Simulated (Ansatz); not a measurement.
# LaAl2Ge2 (P-3m1): the equilibrium volume, part 2 of 2

Aim: the volume at which the pressure of LaAl2Ge2 (P-3m1) vanishes.

Ansatz 0.2.0; DFT PBEsol, scalar-relativistic, plane waves, PAW. Earlier steps stand in the parts before.

## (3) Relaxing cell and atoms

File input.yaml:

```yaml
crystal:
  lattice:
    - [4.31127575, 0.0, 0.0]
    - [-2.15563788, 3.73367433, 0.0]
    - [0.0, 0.0, 7.03629984]
  atoms:
    - { symbol: La, position: [0.0, 0.0, 0.0] }
    - { symbol: Al, position: [0.3333333333, 0.6666666667, 0.6387] }
    - { symbol: Al, position: [0.6666666667, 0.3333333333, 0.3613] }
    - { symbol: Ge, position: [0.3333333333, 0.6666666667, 0.27192] }
    - { symbol: Ge, position: [0.6666666667, 0.3333333333, 0.72808] }
basis:
  ecutwfc: 420
kpoints:
  mp_grid: { grid: [9, 9, 6] }
hamiltonian:
  xc: pbesol
scf:
  occupations: { method: gaussian, width: 0.05 }
output:
  forces: true
  stress: true
  eigenvalues: true
  write_density: true
  write_potential: true
  elf: true
  volumetric_format: npy
relax:
  adjacent_minimum: "off"
  f_tol: 0.005
  max_steps: 80
  cell: { stress_tol: 0.05 }
```

Run with:

```
ansatz run input.yaml --threads 8 --pin off --max-ram 14336MiB --backend cpu --events-out ev --progress --plain --runs-dir out
```

Output:

```text
Warning: RAYON_NUM_THREADS=8 ignored (pool sized by the plan → 8); use --threads N
Engine: ansatz 0.2.0, x86_64-unknown-linux-gnu
Pseudopotentials: kind: paw
Pseudopotential: La, paw, valence charge 11, recommended cutoff 420 eV (normal), La.paw.azcp
Pseudopotential: Al, paw, valence charge 3, recommended cutoff 420 eV (normal), Al.paw.azcp
Pseudopotential: Ge, paw, valence charge 14, recommended cutoff 420 eV (normal), Ge.paw.azcp
Functional definition: PBEsol
  exchange = pbesol_x
  correlation = pbesol_c
Crystal: 5 atoms, lattice volume = 113.263 Å³
Basis set: ecut = 420 eV, 2213 PW (Γ), exchange–correlation on 60×60×96 points (8 copies of the dense FFT grid, shifted against one another)
Bands: 28, of which v1, the nominal top of the filled ones, is band 23 counted from 1 (22 counted from 0)
Symmetry: 12 space group operations
Space group: P-3m1 (ITA 164), of the structure as read, at distance tolerance 4.8e-5 Å
k-points: 62 of 486
Non-local potential: La, projectors of the file, l = 0: 3, l = 1: 2, l = 2: 2, l = 3: 3
Non-local potential: Al, projectors of the file, l = 0: 2, l = 1: 2, l = 2: 1
Non-local potential: Ge, projectors of the file, l = 0: 2, l = 1: 2, l = 2: 3, l = 3: 1
PAW form: soft (Blöchl's): semilocal exchange-correlation on the pseudo side does not see the compensation charge
PAW frozen core: La, regenerated for the run's functional, and the local potential with it (the file was generated under x = pbe(κ = 0.804, μ = 0.2195149727645171), c = pbe(β = 0.06672455060314922))
PAW frozen core: Al, regenerated for the run's functional, and the local potential with it (the file was generated under x = pbe(κ = 0.804, μ = 0.2195149727645171), c = pbe(β = 0.06672455060314922))
PAW frozen core: Ge, regenerated for the run's functional, and the local potential with it (the file was generated under x = pbe(κ = 0.804, μ = 0.2195149727645171), c = pbe(β = 0.06672455060314922))
PAW one-centre angular grid: La, 590 points (default); XC on 64 Gauss nodes
PAW one-centre angular grid: Al, 110 points (default); XC on 64 Gauss nodes
PAW one-centre angular grid: Ge, 590 points (default); XC on 64 Gauss nodes
Initial density: superposition of atomic densities (neutral atoms: chi_scale 0, normalization atom), corrected by the library's trained network
Initial wavefunctions: pseudopotential atomic-orbital guess
Functional: x = pbesol(κ = 0.804, μ = 0.12345679012345678), c = pbesol(β = 0.046)
SCF iter   1: F=—  HF=-15719.806307 eV  |F-HF|=—  |Δ(HF+E_count)|=         —  Δρ=2.66e-3  dr2=3.61e-2  ethr=1.77e-3  ⟨swp⟩=6.0  Hψ=7336  notcnv=0
preconditioner: auto → Kerker (q_TF=auto, 2.339 Å⁻¹)  [metal: Δε(μ)=0.016 eV  Ē_g=5.734 eV  σ=0.050 eV  W_gap=0.18  n_scr=22 (ndim 8)  ℏωp=14.4 eV  f_vac=0.000  D(μ)=2.83/eV (n_scr^D=22)]
SCF iter   2: F=—  HF=-15719.799868 eV  |F-HF|=—  |Δ(HF+E_count)|=   6.44e-3  Δρ=1.42e-3  dr2=1.04e-2  ethr=8.02e-5  ⟨swp⟩=2.5  Hψ=2653  notcnv=0  defer=68
SCF iter   3: F=—  HF=-15719.798447 eV  |F-HF|=—  |Δ(HF+E_count)|=   1.42e-3  Δρ=5.01e-4  dr2=7.72e-4  ethr=2.32e-5  ⟨swp⟩=2.0  Hψ=2517  notcnv=0  defer=68
SCF iter   4: F=—  HF=-15719.798232 eV  |F-HF|=—  |Δ(HF+E_count)|=   2.14e-4  Δρ=1.73e-4  dr2=4.65e-5  ethr=1.72e-6  ⟨swp⟩=2.0  Hψ=3040  notcnv=0  defer=68
SCF iter   5: F=—  HF=-15719.798228 eV  |F-HF|=—  |Δ(HF+E_count)|=   3.81e-6  Δρ=6.88e-5  dr2=7.25e-6  ethr=1.03e-7  ⟨swp⟩=2.1  Hψ=3108  notcnv=0  defer=68
SCF iter   6: F=—  HF=-15719.798228 eV  |F-HF|=—  |Δ(HF+E_count)|=   9.93e-9  Δρ=2.19e-5  dr2=1.10e-6  ethr=1.61e-8  ⟨swp⟩=2.2  Hψ=3177  notcnv=0  defer=68
SCF iter   7: F=—  HF=-15719.798228 eV  |F-HF|=—  |Δ(HF+E_count)|=   1.69e-9  Δρ=7.88e-6  dr2=1.12e-7  ethr=2.43e-9  ⟨swp⟩=2.0  Hψ=3005  notcnv=0  defer=68
SCF iter   8: F=-15719.798228 eV  HF=-15719.798228 eV  |F-HF|=3.67e-9  |Δ(HF+E_count)|=   1.78e-8  Δρ=1.77e-6  dr2=1.06e-8  ethr=2.22e-10  ⟨swp⟩=13.3  Hψ=12397  notcnv=0
SCF 1 converged in 8 iterations: F = -15719.798228 eV  dr2 = 1.06e-8
relax step   1: F+E_penalty+E_count = -15719.79822846 eV  Δ(F+E_penalty+E_count) = +0.000e0 eV  max|allowed force component| = 8.807e-2 eV/Å  Δτ_max = 0.0000 Å  P = -2.049 GPa  Ω = 113.263 Å³  (8 SCF iters, dr2 threshold 1.00e-7 eV, accepted)
Crystal: 5 atoms, lattice volume = 108.151 Å³
Basis set: ecut = 420 eV, 2093 PW (Γ), exchange–correlation on 60×60×96 points (8 copies of the dense FFT grid, shifted against one another)
Initial density: handed on by an earlier stage of this run
Initial wavefunctions: those handed on with the density
iter 1 solved again at ethr=1.77e-4 eV; its pass at ethr=3.10e-3 eV (dr2=7.95e-2 eV) is discarded
SCF iter   1: F=—  HF=-15719.824869 eV  |F-HF|=—  |Δ(HF+E_count)|=         —  Δρ=3.79e-3  dr2=8.04e-2  ethr=1.77e-4  ⟨swp⟩=1.0  Hψ=10791  notcnv=0
preconditioner: auto → Kerker (q_TF=auto, 2.357 Å⁻¹)  [metal: Δε(μ)=0.014 eV  Ē_g=9.066 eV  σ=0.050 eV  W_gap=0.15  n_scr=22 (ndim 8)  ℏωp=17.1 eV  f_vac=0.000  D(μ)=2.66/eV (n_scr^D=22)]
SCF iter   2: F=—  HF=-15719.815832 eV  |F-HF|=—  |Δ(HF+E_count)|=   9.04e-3  Δρ=2.22e-3  dr2=2.92e-2  ethr=1.77e-4  ⟨swp⟩=2.9  Hψ=2198  notcnv=0
SCF iter   3: F=—  HF=-15719.811055 eV  |F-HF|=—  |Δ(HF+E_count)|=   4.78e-3  Δρ=4.86e-4  dr2=8.36e-4  ethr=6.50e-5  ⟨swp⟩=2.4  Hψ=2482  notcnv=0
SCF iter   4: F=—  HF=-15719.810818 eV  |F-HF|=—  |Δ(HF+E_count)|=   2.37e-4  Δρ=2.70e-4  dr2=1.50e-4  ethr=1.86e-6  ⟨swp⟩=2.0  Hψ=3074  notcnv=0
SCF iter   5: F=—  HF=-15719.810782 eV  |F-HF|=—  |Δ(HF+E_count)|=   3.64e-5  Δρ=1.33e-4  dr2=4.25e-5  ethr=3.34e-7  ⟨swp⟩=2.0  Hψ=3059  notcnv=0
SCF iter   6: F=—  HF=-15719.810776 eV  |F-HF|=—  |Δ(HF+E_count)|=   5.86e-6  Δρ=4.53e-5  dr2=3.75e-6  ethr=9.44e-8  ⟨swp⟩=2.0  Hψ=3060  notcnv=0
SCF iter   7: F=-15719.810775 eV  HF=-15719.810775 eV  |F-HF|=6.89e-7  |Δ(HF+E_count)|=   2.77e-7  Δρ=1.77e-5  dr2=4.05e-7  ethr=1.11e-9  ⟨swp⟩=10.4  Hψ=16808  notcnv=0
SCF 2 converged in 7 iterations: F = -15719.810775 eV  dr2 = 4.05e-7
relax step   2: F+E_penalty+E_count = -15719.81077480 eV  Δ(F+E_penalty+E_count) = -1.255e-2 eV  max|allowed force component| = 1.832e-1 eV/Å  Δτ_max = 0.0502 Å  P = +1.171 GPa  Ω = 108.151 Å³  energy of the carried Pulay correction = +7.614e-4 eV  (7 SCF iters, dr2 threshold 5.00e-7 eV, accepted)
Crystal: 5 atoms, lattice volume = 110.050 Å³
Basis set: ecut = 420 eV, 2165 PW (Γ), exchange–correlation on 60×60×96 points (8 copies of the dense FFT grid, shifted against one another)
iter 1 solved again at ethr=4.19e-5 eV; its pass at ethr=3.10e-3 eV (dr2=1.89e-2 eV) is discarded
SCF iter   1: F=—  HF=-15719.826145 eV  |F-HF|=—  |Δ(HF+E_count)|=         —  Δρ=1.94e-3  dr2=1.89e-2  ethr=4.19e-5  ⟨swp⟩=1.0  Hψ=10436  notcnv=0
preconditioner: auto → Kerker (q_TF=auto, 2.351 Å⁻¹)  [metal: Δε(μ)=0.011 eV  Ē_g=9.101 eV  σ=0.050 eV  W_gap=0.13  n_scr=22 (ndim 8)  ℏωp=17.0 eV  f_vac=0.000  D(μ)=2.55/eV (n_scr^D=22)]
SCF iter   2: F=—  HF=-15719.824040 eV  |F-HF|=—  |Δ(HF+E_count)|=   2.11e-3  Δρ=1.10e-3  dr2=6.52e-3  ethr=4.19e-5  ⟨swp⟩=2.3  Hψ=2138  notcnv=0
SCF iter   3: F=—  HF=-15719.822979 eV  |F-HF|=—  |Δ(HF+E_count)|=   1.06e-3  Δρ=2.13e-4  dr2=1.97e-4  ethr=1.45e-5  ⟨swp⟩=2.0  Hψ=2145  notcnv=0
SCF iter   4: F=—  HF=-15719.822950 eV  |F-HF|=—  |Δ(HF+E_count)|=   2.84e-5  Δρ=1.19e-4  dr2=3.00e-5  ethr=4.38e-7  ⟨swp⟩=2.0  Hψ=3075  notcnv=0
SCF iter   5: F=—  HF=-15719.822940 eV  |F-HF|=—  |Δ(HF+E_count)|=   9.86e-6  Δρ=5.81e-5  dr2=7.84e-6  ethr=6.66e-8  ⟨swp⟩=2.0  Hψ=3056  notcnv=0
SCF iter   6: F=—  HF=-15719.822939 eV  |F-HF|=—  |Δ(HF+E_count)|=   1.17e-6  Δρ=1.94e-5  dr2=7.27e-7  ethr=1.74e-8  ⟨swp⟩=2.0  Hψ=3065  notcnv=0
SCF iter   7: F=-15719.822939 eV  HF=-15719.822939 eV  |F-HF|=1.40e-7  |Δ(HF+E_count)|=   5.83e-8  Δρ=8.10e-6  dr2=8.37e-8  ethr=1.11e-9  ⟨swp⟩=11.0  Hψ=13796  notcnv=0
SCF 3 converged in 7 iterations: F = -15719.822939 eV  dr2 = 8.37e-8
  Residual-converged pass: ⟨swp⟩=1.0  Hψ=1984  notcnv=0  max |occ|·‖R‖ = 7.0e-9 eV (tolerance 1.0e-8 eV)  dr2=8.37e-8  dr2_onsite=1.02e-7  max |Δocc| = 4.8e-10
relax step   3: F+E_penalty+E_count = -15719.82293910 eV  Δ(F+E_penalty+E_count) = -1.216e-2 eV  max|allowed force component| = 1.028e-2 eV/Å  Δτ_max = 0.0287 Å  P = -0.100 GPa  Ω = 110.050 Å³  energy of the carried Pulay correction = +4.744e-4 eV  (7 SCF iters, dr2 threshold 5.00e-7 eV, accepted)
Crystal: 5 atoms, lattice volume = 109.921 Å³
iter 1 solved again at ethr=1.28e-7 eV; its pass at ethr=3.10e-3 eV (dr2=5.75e-5 eV) is discarded
SCF iter   1: F=—  HF=-15719.823041 eV  |F-HF|=—  |Δ(HF+E_count)|=         —  Δρ=9.64e-5  dr2=6.32e-5  ethr=1.28e-7  ⟨swp⟩=2.4  Hψ=10001  notcnv=0
preconditioner: auto → Kerker (q_TF=auto, 2.351 Å⁻¹)  [metal: Δε(μ)=0.008 eV  Ē_g=9.066 eV  σ=0.050 eV  W_gap=0.09  n_scr=22 (ndim 8)  ℏωp=17.0 eV  f_vac=0.000  D(μ)=2.65/eV (n_scr^D=22)]
SCF iter   2: F=—  HF=-15719.823053 eV  |F-HF|=—  |Δ(HF+E_count)|=   1.12e-5  Δρ=5.89e-5  dr2=2.25e-5  ethr=1.28e-7  ⟨swp⟩=1.3  Hψ=1762  notcnv=0
SCF iter   3: F=—  HF=-15719.823048 eV  |F-HF|=—  |Δ(HF+E_count)|=   5.20e-6  Δρ=1.27e-5  dr2=8.84e-7  ethr=5.00e-8  ⟨swp⟩=2.0  Hψ=2112  notcnv=0
SCF iter   4: F=—  HF=-15719.823047 eV  |F-HF|=—  |Δ(HF+E_count)|=   1.79e-7  Δρ=7.44e-6  dr2=1.18e-7  ethr=1.96e-9  ⟨swp⟩=2.0  Hψ=3122  notcnv=0
SCF iter   5: F=-15719.823047 eV  HF=-15719.823047 eV  |F-HF|=1.05e-8  |Δ(HF+E_count)|=   3.16e-8  Δρ=3.83e-6  dr2=3.15e-8  ethr=1.09e-10  ⟨swp⟩=8.1  Hψ=11075  notcnv=0
SCF 4 converged in 5 iterations: F = -15719.823047 eV  dr2 = 3.15e-8
relax step   4: F+E_penalty+E_count = -15719.82304729 eV  Δ(F+E_penalty+E_count) = -1.082e-4 eV  max|allowed force component| = 5.287e-3 eV/Å  Δτ_max = 0.0002 Å  P = -0.019 GPa  Ω = 109.921 Å³  energy of the carried Pulay correction = +4.938e-4 eV  (5 SCF iters, dr2 threshold 4.88e-8 eV, accepted)
Crystal: 5 atoms, lattice volume = 109.896 Å³
iter 1 solved again at ethr=5.40e-8 eV; its pass at ethr=3.10e-3 eV (dr2=2.43e-5 eV) is discarded
SCF iter   1: F=—  HF=-15719.823052 eV  |F-HF|=—  |Δ(HF+E_count)|=         —  Δρ=8.41e-5  dr2=2.99e-5  ethr=5.40e-8  ⟨swp⟩=2.2  Hψ=10243  notcnv=0
preconditioner: auto → Kerker (q_TF=auto, 2.351 Å⁻¹)  [metal: Δε(μ)=0.009 eV  Ē_g=9.078 eV  σ=0.050 eV  W_gap=0.10  n_scr=22 (ndim 8)  ℏωp=17.0 eV  f_vac=0.000  D(μ)=2.60/eV (n_scr^D=22)]
SCF iter   2: F=—  HF=-15719.823068 eV  |F-HF|=—  |Δ(HF+E_count)|=   1.55e-5  Δρ=5.06e-5  dr2=1.05e-5  ethr=5.40e-8  ⟨swp⟩=1.3  Hψ=1769  notcnv=0
SCF iter   3: F=—  HF=-15719.823066 eV  |F-HF|=—  |Δ(HF+E_count)|=   2.13e-6  Δρ=1.04e-5  dr2=4.37e-7  ethr=2.33e-8  ⟨swp⟩=2.0  Hψ=2118  notcnv=0
SCF iter   4: F=—  HF=-15719.823065 eV  |F-HF|=—  |Δ(HF+E_count)|=   4.29e-7  Δρ=5.19e-6  dr2=8.33e-8  ethr=9.70e-10  ⟨swp⟩=2.0  Hψ=3084  notcnv=0
SCF iter   5: F=—  HF=-15719.823065 eV  |F-HF|=—  |Δ(HF+E_count)|=   1.60e-8  Δρ=2.87e-6  dr2=1.83e-8  ethr=1.85e-10  ⟨swp⟩=2.0  Hψ=3040  notcnv=0
SCF iter   6: F=-15719.823065 eV  HF=-15719.823065 eV  |F-HF|=2.98e-10  |Δ(HF+E_count)|=   2.37e-9  Δρ=7.92e-7  dr2=1.58e-9  ethr=3.88e-12  ⟨swp⟩=5.6  Hψ=10681  notcnv=0
SCF 5 converged in 6 iterations: F = -15719.823065 eV  dr2 = 1.58e-9
relax step   5: F+E_penalty+E_count = -15719.82306507 eV  Δ(F+E_penalty+E_count) = -1.778e-5 eV  max|allowed force component| = 4.383e-3 eV/Å  Δτ_max = 0.0005 Å  P = -0.014 GPa  Ω = 109.896 Å³  energy of the carried Pulay correction = +4.975e-4 eV  (6 SCF iters, dr2 threshold 1.75e-9 eV, accepted)
Initial wavefunctions: pseudopotential atomic-orbital guess (no wavefunctions were taken with the density)
iter 1 solved again at ethr=1.01e-7 eV; its pass at ethr=3.10e-3 eV (dr2=4.55e-5 eV) is discarded
SCF iter   1: F=—  HF=-15719.822602 eV  |F-HF|=—  |Δ(HF+E_count)|=         —  Δρ=1.39e-5  dr2=3.54e-8  ethr=1.01e-7  ⟨swp⟩=3.6  Hψ=12837  notcnv=0
preconditioner: auto → Kerker (q_TF=auto, 2.351 Å⁻¹)  [metal: Δε(μ)=0.012 eV  Ē_g=9.069 eV  σ=0.050 eV  W_gap=0.14  n_scr=22 (ndim 8)  ℏωp=17.0 eV  f_vac=0.000  D(μ)=2.60/eV (n_scr^D=22)]
SCF iter   2: F=—  HF=-15719.822619 eV  |F-HF|=—  |Δ(HF+E_count)|=   1.71e-5  Δρ=1.06e-5  dr2=5.08e-8  ethr=7.87e-11  ⟨swp⟩=2.6  Hψ=3441  notcnv=0
SCF iter   3: F=—  HF=-15719.822619 eV  |F-HF|=—  |Δ(HF+E_count)|=   2.80e-8  Δρ=3.97e-6  dr2=7.03e-9  ethr=7.87e-11  ⟨swp⟩=2.2  Hψ=2975  notcnv=0
SCF iter   4: F=—  HF=-15719.822619 eV  |F-HF|=—  |Δ(HF+E_count)|=  2.62e-10  Δρ=5.45e-7  dr2=2.81e-10  ethr=1.56e-11  ⟨swp⟩=2.5  Hψ=2896  notcnv=0
SCF iter   5: F=-15719.822619 eV  HF=-15719.822619 eV  |F-HF|=3.64e-12  |Δ(HF+E_count)|=  1.56e-10  Δρ=1.23e-7  dr2=3.01e-11  ethr=1.00e-12  ⟨swp⟩=5.4  Hψ=10409  notcnv=0
SCF 6 converged in 5 iterations: F = -15719.822619 eV  dr2 = 3.01e-11
relax step   6: F+E_penalty+E_count = -15719.82261915 eV  Δ(F+E_penalty+E_count) = +4.459e-4 eV  max|allowed force component| = 4.411e-3 eV/Å  Δτ_max = 0.0000 Å  P = -0.019 GPa  Ω = 109.896 Å³  stress off target by 3.86e-2 GPa  SCF on the basis re-selected at this cell (its energy is not comparable with the rows above)  (5 SCF iters)
basis re-selected at this cell: Δ(F+E_penalty+E_count) = +4.459e-4 eV, ΔP = -0.004 GPa vs the last step (what re-selecting the basis moved, of the pressure what is left beyond the Pulay correction that the steps carried, after the strain that the cell walked since its last selection, with what the two solves' SCF thresholds leave and, on support functions, any second-order correction that the steps lacked; it is no measure of the basis error at this ecutwfc). This SCF's stress stands 3.86e-2 GPa from its target on what of the cell is left free (relax.cell.stress_tol is 5.00e-2 GPa) and its largest allowed force component is 4.41e-3 eV/Å (relax.f_tol is 5.00e-3 eV/Å): within both
SCF converged after 5 iterations
Free energy (F): -15719.822619 eV
Harris-Foulkes:  -15719.822619 eV  (|F-HF|=3.64e-12)
Internal energy: -15719.819367 eV  (E = F + TS)
E sigma→0 (E₀):  -15719.820993 eV
Entropy (-TS):   -0.003252 eV (-0.650 meV/atom)
Fermi energy:    9.714142 eV
--- Per-component energies (eV) ---
  E_band       = -289.762194
  E_kinetic    = 463.091891
  E_local      = -5561.209624  (includes V_loc(G=0)·N_el)
  E_nonlocal   = 958.173687
  E_hartree    = 2443.235763
  E_xc         = -368.518516
  E_vxc        = -336.971493  (∫ρ·V_xc dr)
  E_paw        = -10196.546925  (= ΣΔE_a)
  E_vpaw       = -699.318530  (= ΣTr[D̂ρ^β])
  E_aug_tail   = 0.000517  (compensation charges beyond the density's cutoff)
  E_ewald      = -3460.089820
  E_core_change = 2.043660  (= ΣΔE_core)
  E_smearing   = -0.003252  (= −TS)
  E_closure    = 0.000000  (closes the sum)
  Σ components = -15719.822619   (vs F -15719.822619, Δ=0.00e0)
--- Forces (eV/Å), atoms counted from 1 ---
  atom   1  La    -0.00000000    -0.00000000     0.00000000
  atom   2  Al     0.00000000     0.00000000    -0.00405051
  atom   3  Al    -0.00000000    -0.00000000     0.00405051
  atom   4  Ge     0.00000000     0.00000000     0.00441060
  atom   5  Ge    -0.00000000    -0.00000000    -0.00441060
  max |Σ_I F_I| component: 2.78e-17 eV/Å
--- Stress (GPa, compression-positive) ---
       -0.008734       0.000000       0.000000
        0.000000      -0.008734       0.000000
        0.000000       0.000000      -0.038586
  P = ⅓ Tr σ = -0.0187 GPa (-0.187 kbar)
--- Band table (eV; the first three rows and the last of 62) ---
  k-point 0: bands = ["-23.0649", "-14.5267", "-14.5267", "-14.5264", "-14.5264", "-14.5071", "-14.5068", "-14.4964", "-14.4964", "-14.4949", "-14.4949", "-7.0351", "-6.6436", "-6.6436", "-1.4776", "0.8950", "4.5133", "7.4567", "7.4567", "8.9107", "9.1890", "9.1890", "9.6556", "10.1942", "10.7049", "10.7049", "11.2288", "11.2491"]
  k-point 1: bands = ["-23.0649", "-14.5276", "-14.5276", "-14.5255", "-14.5255", "-14.5071", "-14.5068", "-14.4963", "-14.4963", "-14.4950", "-14.4950", "-7.0387", "-6.6435", "-6.6435", "-1.3890", "0.6896", "4.8129", "7.5272", "7.5272", "8.7885", "8.9576", "8.9576", "9.0515", "10.4058", "10.6219", "10.6219", "11.2999", "11.2999"]
  k-point 2: bands = ["-23.0649", "-14.5283", "-14.5283", "-14.5248", "-14.5248", "-14.5071", "-14.5067", "-14.4960", "-14.4960", "-14.4952", "-14.4952", "-7.0459", "-6.6435", "-6.6435", "-1.1622", "0.2653", "5.5325", "7.7352", "7.7352", "7.7873", "8.5074", "8.5074", "9.0921", "10.2596", "10.4522", "10.4522", "11.4184", "11.4184"]
  k-point 61: bands = ["-23.0303", "-14.5272", "-14.5255", "-14.5255", "-14.5201", "-14.5045", "-14.5045", "-14.4969", "-14.4962", "-14.4962", "-14.4936", "-6.9759", "-6.9759", "-6.8551", "0.6392", "0.6392", "4.1780", "4.1780", "5.6020", "6.4663", "7.3823", "7.3823", "10.3033", "10.3033", "11.2328", "11.5191", "11.5191", "11.5463"]
--- Relaxed structure (5 steps of the walk, 5 accepted, 1 SCFs on fresh bases) ---
  F+E_penalty+E_count = -15719.82261915 eV   max|allowed force component| = 4.411e-3 eV/Å   (the final SCF, on the basis selected at the relaxed cell)
  cell:  # Å, volume = 109.8963 Å³
    - [4.271331650654369, 2.860005646931509e-9, 3.311290736774084e-18]
    - [-2.1356658278040217, 3.699081716025199, -6.622581473548156e-18]
    - [5.4042552216946135e-18, -9.360444606570101e-18, 6.955459766022947]
  atoms:
    - { symbol: La, position: [1.6452703022018557e-33, -7.474453937929609e-35, 1.4445654105399012e-21] }
    - { symbol: Al, position: [0.33333333333333337, 0.6666666666666666, 0.6381880543285686] }
    - { symbol: Al, position: [0.6666666666666667, 0.3333333333333333, 0.3618119456714316] }
    - { symbol: Ge, position: [0.33333333333333337, 0.6666666666666666, 0.26886227717943073] }
    - { symbol: Ge, position: [0.6666666666666667, 0.3333333333333333, 0.7311377228205693] }
```

Run time: 8.4 s. Hardware: 8 threads of Intel Xeon Platinum 8488C (Sapphire Rapids), shared host; peak memory 0.72 GiB.

How the relaxation went:

```csv
step,energy from step 1 (meV/atom),largest force component (eV/Å),pressure (GPa),volume (Å³/atom)
1,0.0,0.088,-2.05,22.653
2,-2.5,0.183,1.17,21.630
3,-4.9,0.010,-0.10,22.010
4,-5.0,0.005,-0.02,21.984
5,-5.0,0.004,-0.01,21.979
6,-4.9,0.004,-0.02,21.979
```

Step 1 is the start. Step 6 repeats the geometry before it on a plane-wave basis chosen anew for the final cell, which shifts the energy by +0.1 meV/atom.

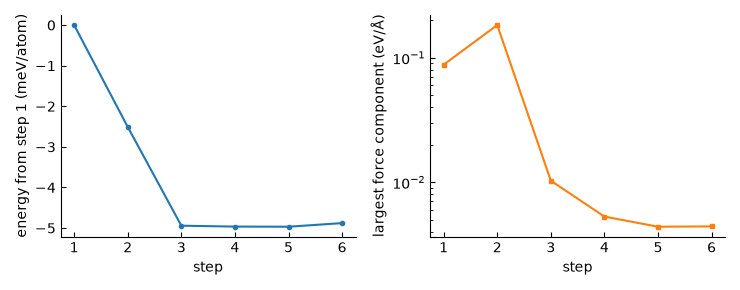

Energy and largest force along the relaxation.

This gives: volume 21.979 Å³/atom, pressure -0.02 GPa, no gap.

## (4) The cell, before and after

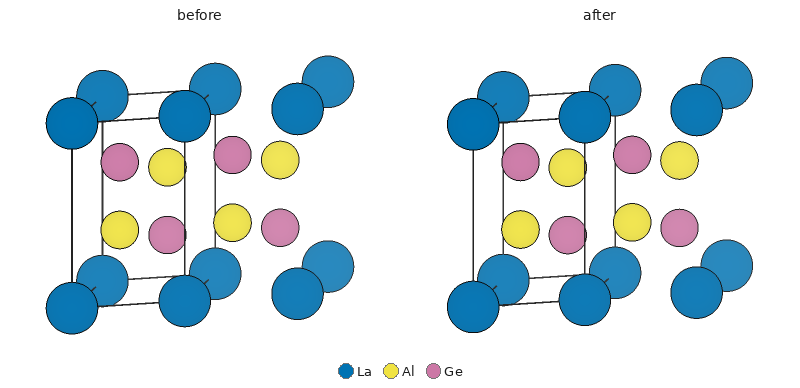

Before and after, drawn at the same scale.

How the cell compares, before and after:

| cell as typed | before | after | change |
| --- | --- | --- | --- |
| a (Å) | 4.311 | 4.271 | -0.9 % |
| b (Å) | 4.311 | 4.271 | -0.9 % |
| c (Å) | 7.036 | 6.955 | -1.1 % |
| volume (Å³/atom) | 22.653 | 21.979 | -3.0 % |
| shortest distance (Å) | 2.567 | 2.549 | -0.7 % |
| space group | P-3m1 | P-3m1 | same |

## (5) Summary of results

This closing draws on all 2 parts. Changes of volume or cell count from the first structure of part 1.

| quantity | value |
| --- | --- |
| volume | 21.979 Å³/atom |
| pressure | -0.02 GPa |
| conventional cell | a = 4.271 Å, b = 4.271 Å, c = 6.955 Å, α = 90.00°, β = 90.00°, γ = 120.00° |
| gap on the mesh | none (metal) |

**Reading.** From the first run shown, the volume went from 22.65 to 21.98 Å³/atom (-3.0 %) in 2 runs, where the pressure is zero within 0.02 GPa.
